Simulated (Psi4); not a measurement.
# BCl2F (SMILES FB(Cl)Cl): MP2/def2-TZVP (density fitting for correlation, ints tolerance 1e-06, sweep point 3)

What is the vertical electron affinity of BCl2F at MP2/def2-TZVP (density fitting for correlation, ints tolerance 1e-06, sweep point 3)? Input form: a Python script.

The calculation is run with Psi4 1.11.

4 further runs of the same task are left out: 4 set aside as unsound or not needed.

### 1 The system as given

The species is BCl2F (4 atoms), meant as a singlet with charge 0. SMILES: `FB(Cl)Cl`. Geometry: relaxed at PBE0-D4/def2-TZVP.

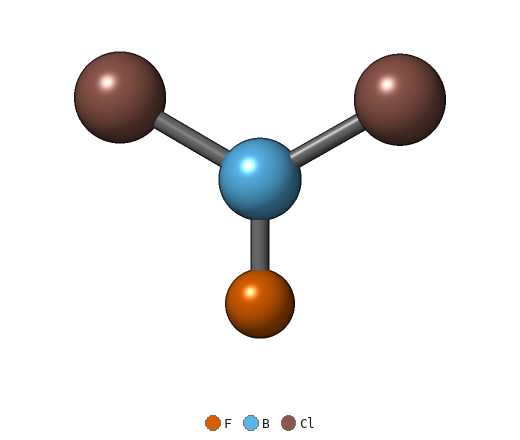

The structure, seen from a chosen angle (fluorine orange, boron blue, chlorine brown).

### 2 The energy at MP2/def2-TZVP (density fitting for correlation, ints tolerance 1e-06, sweep point 3)

File run.py:

```python
import psi4

psi4.set_memory('1600 MB')
psi4.set_num_threads(1)
psi4.core.set_output_file('output.dat', False)

mol = psi4.geometry("""
0 1
F      0.114370    -1.165320    -0.781190
B      0.007910    -0.080610    -0.054040
Cl    -1.549540     0.373780     0.571420
Cl     1.427260     0.872140     0.263810
units angstrom
symmetry c1
""")

options = {'basis': 'def2-TZVP', 'puream': True, 'scf_type': 'direct', 'num_frozen_docc': 12, 'ints_tolerance': 1e-06, 'maxiter': 60}
psi4.set_options(options)

result = psi4.energy('mp2')
print(f'total energy {result:.8f} hartree = {result * 27.211386:.5f} eV')
```

Command:

```console
$ python run.py
```

output.dat, cut to the lines that bear on the results:

```text
[...]
  Running in c1 symmetry.
[...]
  Nuclear repulsion =  181.669072785720459
[...]
  Multiplicity = 1
[...]
  Nalpha       = 24
  Nbeta        = 24
[...]
    Number of basis functions: 136
[...]
   @DF-RHF iter   1: -1043.30076581371668   -4.44207e-01   2.77581e-03 DIIS/ADIIS
[...]
   @RHF iter  17: -1043.34874191175732   -5.45697e-12   7.04155e-09 DIIS
[...]
    Orbital Energies [Eh]
    ---------------------
    Doubly Occupied:
       1A   -104.857589     2A   -104.857588     3A    -26.338962
       4A    -10.587809     5A    -10.587800     6A     -8.054580
       7A     -8.054580     8A     -8.053439     9A     -8.053438
      10A     -8.053266    11A     -8.053264    12A     -7.775311
      13A     -1.658083    14A     -1.160218    15A     -1.122773
      16A     -0.818223    17A     -0.735746    18A     -0.717869
      19A     -0.664481    20A     -0.564326    21A     -0.525302
      22A     -0.512718    23A     -0.485790    24A     -0.472044
[...]
  @RHF Final Energy: -1043.34874191175732
   => Energetics <=
    Nuclear Repulsion Energy =            181.6690727857204593
    One-Electron Energy =               -1804.5052289706168267
    Two-Electron Energy =                 579.4874142731390521
    Total Energy =                      -1043.3487419117573154
[...]
 Multipole Moments:
 ------------------------------------------------------------------------------------
     Multipole            Electronic (a.u.)      Nuclear  (a.u.)        Total (a.u.)
 ------------------------------------------------------------------------------------
 L = 1.  Multiply by 2.5417464519 to convert [e a0] to [Debye]
 Dipole X            :          0.0675038           -0.0786930           -0.0111891
 Dipole Y            :         -0.6878325            0.8018151            0.1139826
 Dipole Z            :         -0.4611078            0.5375133            0.0764055
 Magnitude           :                                                    0.1376773
[...]
```

The script printed:

```text
total energy -1044.05916475 hartree = -28410.29694 eV
```

Run time: 14 s. Hardware: 1 thread of Intel Xeon at 2.70GHz, shared host; peak memory 0.26 GiB.

### 3 The doublet anion

File job.py:

```python
import psi4

psi4.set_memory('1600 MB')
psi4.set_num_threads(1)
psi4.set_output_file('psi4.out', False)

molecule = psi4.geometry("""
-1 2
F      0.114370    -1.165320    -0.781190
B      0.007910    -0.080610    -0.054040
Cl    -1.549540     0.373780     0.571420
Cl     1.427260     0.872140     0.263810
units angstrom
symmetry c1
""")

psi4.set_options({
    'basis': 'def2-TZVP',
    'reference': 'uhf',
    'puream': True,
    'scf_type': 'direct',
    'num_frozen_docc': 12,
    'ints_tolerance': 1e-06,
    'maxiter': 100,
})

e, wfn = psi4.energy('mp2', return_wfn=True)
print('E =', round(e, 9))
for k, v in sorted(psi4.core.scalar_variables().items()):
    print(f'{k:45s} {v:18.10f}')
```

Command:

```console
$ python job.py
```

psi4.out, cut to the lines that bear on the results:

```text
[...]
  Running in c1 symmetry.
[...]
  Nuclear repulsion =  181.669072785720459
[...]
  Multiplicity = 2
[...]
  Nalpha       = 25
  Nbeta        = 24
[...]
    Number of basis functions: 136
[...]
   @DF-UHF iter   1: -1043.20907216673299   -3.52514e-01   3.05281e-03 ADIIS/DIIS
[...]
   @UHF iter  21: -1043.27857053405569   -4.32010e-12   4.52831e-09 DIIS
[...]
   @S^2 Observed:                7.647439174E-01
[...]
    Orbital Energies [Eh]
    ---------------------
    Alpha Occupied:
       1A   -104.611011     2A   -104.611011     3A    -26.066278
       4A    -10.341004     5A    -10.340997     6A     -7.808408
       7A     -7.808404     8A     -7.807203     9A     -7.807201
      10A     -7.806810    11A     -7.806809    12A     -7.426903
      13A     -1.395368    14A     -0.913310    15A     -0.876532
      16A     -0.561791    17A     -0.490214    18A     -0.476585
      19A     -0.423059    20A     -0.313961    21A     -0.311287
      22A     -0.276353    23A     -0.266671    24A     -0.237076
      25A      0.029540
    Alpha Virtual:
[...]
  @UHF Final Energy: -1043.27857053405569
   => Energetics <=
    Nuclear Repulsion Energy =            181.6690727857204593
    One-Electron Energy =               -1816.5583232927715471
    Two-Electron Energy =                 591.6106799729955128
    Total Energy =                      -1043.2785705340556888
  UHF NO Occupations:
  HONO-2 :   23  A 1.9985806
  HONO-1 :   24  A 1.9959052
[...]
 Multipole Moments:
 ------------------------------------------------------------------------------------
     Multipole            Electronic (a.u.)      Nuclear  (a.u.)        Total (a.u.)
 ------------------------------------------------------------------------------------
 L = 1.  Multiply by 2.5417464519 to convert [e a0] to [Debye]
 Dipole X            :          0.0679851           -0.0786930           -0.0107078
 Dipole Y            :         -0.6927030            0.8018151            0.1091122
 Dipole Z            :         -0.4643425            0.5375133            0.0731708
 Magnitude           :                                                    0.1318108
[...]
```

The script printed:

```text
E = -1044.00356055
CURRENT CORRELATION ENERGY                         -0.7249900164
CURRENT ENERGY                                  -1044.0035605504
CURRENT REFERENCE ENERGY                        -1043.2785705341
CUSTOM SCS-MP2 CORRELATION ENERGY                  -0.7025109455
CUSTOM SCS-MP2 TOTAL ENERGY                     -1043.9810814795
DD SOLVATION ENERGY                                 0.0000000000
HF KINETIC ENERGY                                1043.8110971187
HF POTENTIAL ENERGY                             -2087.0896676528
HF TOTAL ENERGY                                 -1043.2785705341
HF VIRIAL RATIO                                     1.9994898248
MP2 CORRELATION ENERGY                             -0.7249900164
MP2 DOUBLES ENERGY                                 -0.7249900164
MP2 OPPOSITE-SPIN CORRELATION ENERGY               -0.5317472385
MP2 SAME-SPIN CORRELATION ENERGY                   -0.1932427779
MP2 SINGLES ENERGY                                 -0.0000000000
MP2 TOTAL ENERGY                                -1044.0035605504
NUCLEAR REPULSION ENERGY                          181.6690727857
ONE-ELECTRON ENERGY                             -1816.5583232928
PCM POLARIZATION ENERGY                             0.0000000000
PE ENERGY                                           0.0000000000
SCF ITERATION ENERGY                            -1043.2785705341
SCF ITERATIONS                                     21.0000000000
SCF TOTAL ENERGY                                -1043.2785705341
SCS-MP2 CORRELATION ENERGY                         -0.7025109455
SCS-MP2 TOTAL ENERGY                            -1043.9810814795
TWO-ELECTRON ENERGY                               591.6106799730
```

Wall time 21 s (1 thread of Intel Xeon at 2.70GHz, shared host); peak memory 0.26 GiB.

### 4 Results

At MP2/def2-TZVP (density fitting for correlation, ints tolerance 1e-06, sweep point 3), 12 core orbitals frozen:

```
                                                                 quantity           value
                                              singlet BCl2F: total energy  -1044.05916 Eh
                       singlet BCl2F: HOMO energy (Hartree–Fock orbitals)       -12.84 eV
                       singlet BCl2F: LUMO energy (Hartree–Fock orbitals)         2.87 eV
                     singlet BCl2F: HOMO–LUMO gap (Hartree–Fock orbitals)        15.72 eV
              singlet BCl2F: correlation energy (12 core orbitals frozen)      -710.4 mEh
                                              doublet anion: total energy  -1044.00356 Eh
doublet anion: HOMO energy (Hartree–Fock orbitals) (highest over α and β)         0.80 eV
 doublet anion: LUMO energy (Hartree–Fock orbitals) (lowest over α and β)         8.27 eV
              doublet anion: correlation energy (12 core orbitals frozen)      -725.0 mEh
                         doublet anion: ⟨S²⟩ of the reference determinant           0.765
                        vertical electron affinity (to the doublet anion)       -1.513 eV
```

In words: The anion lies 1.51 eV (35 kcal/mol) above the neutral: the electron isn't bound at this level, and such a value depends on the basis. Without diffuse functions anions come out too high. The HOMO (doublet anion) lies at positive energy, 0.80 eV: the electron is unbound at this level or held by a compact basis; values depend on the basis.
